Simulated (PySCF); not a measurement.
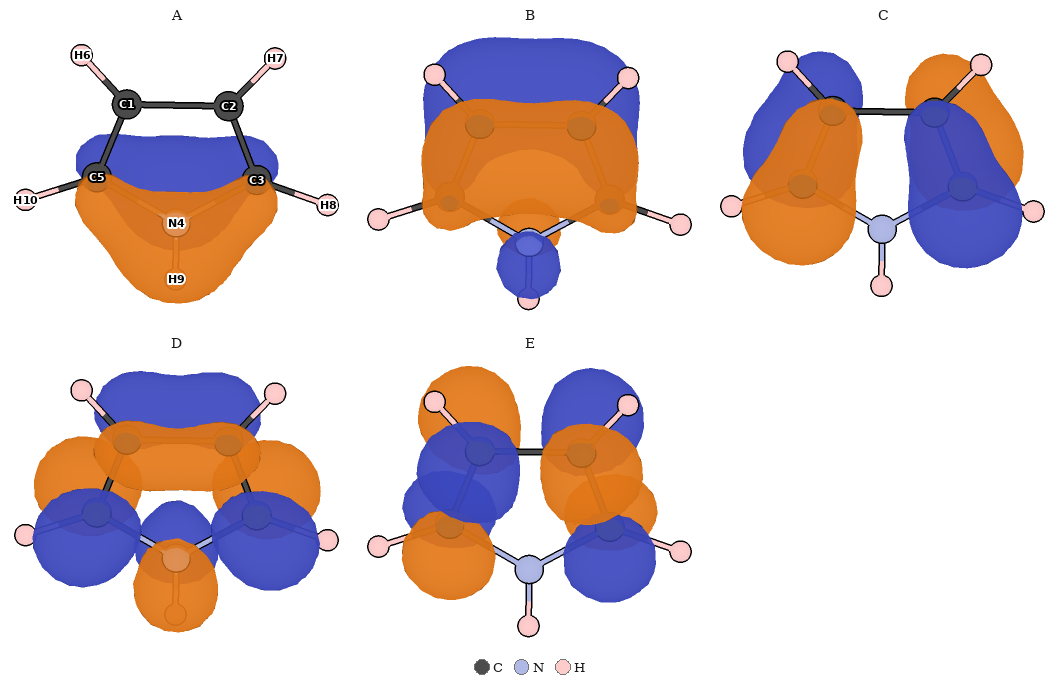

Figure. C₄H₅N, SMILES `c1cc[nH]c1`. Natural orbitals of the π active space, CASSCF(6,5), singlet state, in order of falling occupation.

Computed with PySCF, def2-SVPD basis, geometry: GFN2-xTB. No frequency check shows the geometry to be a minimum.

The calculation's input:

```python
import numpy as np
from pyscf import gto, scf, dft, mcscf, mrpt
from pyscf.mcscf import avas

def solve(mol, dm0=None, hcore=None):
    mf = scf.ROHF(mol) if mol.spin else scf.RHF(mol)
    mf = mf.density_fit(auxbasis='def2-universal-jkfit')
    mf.conv_tol, mf.max_cycle = 1e-8, 80
    if hcore is not None:
        mf.get_hcore = lambda *args: hcore
    mf.kernel(dm0)
    if not mf.converged:
        mf = mf.newton().run(mf.mo_coeff, mf.mo_occ, max_cycle=30)
    assert mf.converged, 'SCF not converged'
    return mf

mol = gto.M(atom='''
C     -0.97474    -0.70671     0.00000
C     -0.97781     0.70254     0.00000
C      0.32748     1.10913     0.00000
N      1.11535     0.00230     0.00000
C      0.33230    -1.10762     0.00000
H     -1.83601    -1.34498     0.00000
H     -1.84185     1.33705     0.00000
H      0.74825     2.09540     0.00000
H      2.12135     0.00448     0.00000
H      0.75737    -2.09204     0.00000
''', basis='def2-svpd', charge=0, spin=0, verbose=4)
mf = solve(mol)
ncas, nel, orbs = avas.avas(mf, ['C 2pz', 'N 2pz'], threshold=0.5, openshell_option=3)
print('active space', nel, ncas)
assert 2 <= ncas <= 10, 'active space too large or empty'
mc = mcscf.CASSCF(mf, ncas, nel)
mc.natorb, mc.max_cycle_macro = True, 60
mc.fix_spin_(ss=mol.spin / 2 * (mol.spin / 2 + 1))
mc.kernel(orbs)
occ = mc.mo_occ[mc.ncore:mc.ncore + ncas]
print('natural occupations', occ.round(4))
e2 = mrpt.NEVPT(mc).kernel()
out = dict(c=mc.mo_coeff[:, mc.ncore:mc.ncore + ncas], occ=occ, e=mc.e_tot, e2=e2, ehf=mf.e_tot, ok=mc.converged, nel=nel, w0=abs(mc.ci).max() ** 2, dm=mc.make_rdm1())
# the other spin state at the same geometry
other = mol.copy().set(spin=2).build()
mo = scf.ROHF(other).density_fit(auxbasis='def2-universal-jkfit').run()
na = (nel + other.spin) // 2
m2 = mcscf.CASSCF(mo, ncas, (na, nel - na))
m2.natorb = True
m2.fix_spin_(ss=other.spin / 2 * (other.spin / 2 + 1))
m2.kernel(mc.mo_coeff)
e2o = mrpt.NEVPT(m2).kernel()
print('other state above this one / eV: CASSCF', (m2.e_tot - mc.e_tot) * 27.211386, 'NEVPT2', (m2.e_tot + e2o - mc.e_tot - e2) * 27.211386)
np.savez('result.npz', eo=m2.e_tot, e2o=e2o, oko=m2.converged, occo=m2.mo_occ[mc.ncore:mc.ncore + ncas], co=m2.mo_coeff[:, mc.ncore:mc.ncore + ncas], **out)
```

Command:

```sh
OMP_NUM_THREADS=1 python input.py
```

The run took 20 s on 1 thread of Intel(R) Xeon(R) 6975P-C (Granite Rapids), with other jobs on the host, peak memory 0.34 GiB.

Question: What are the natural occupation numbers?

Answer: A 1.99, B 1.95, C 1.93, D 0.08, E 0.06.

Question: How multiconfigurational is the state?

Answer: The leading determinant weighs 0.94; the effective number of unpaired electrons, Σ n²(2−n)², is 0.06; the most occupied of the weakly occupied orbitals holds 0.08 e, as in an ordinary closed-shell π system. The active space lowers the energy by 1.33 eV against Hartree–Fock.

Question: Where does the lowest triplet lie relative to the singlet, at this geometry and within this active space?

Answer: 4.90 eV above it by strongly contracted NEVPT2 (+4.38 eV by CASSCF); a small basis tends to put such gaps a few tenths of an eV too high. This is a vertical energy for π states alone; a state that uses lone pairs or σ orbitals may lie lower.
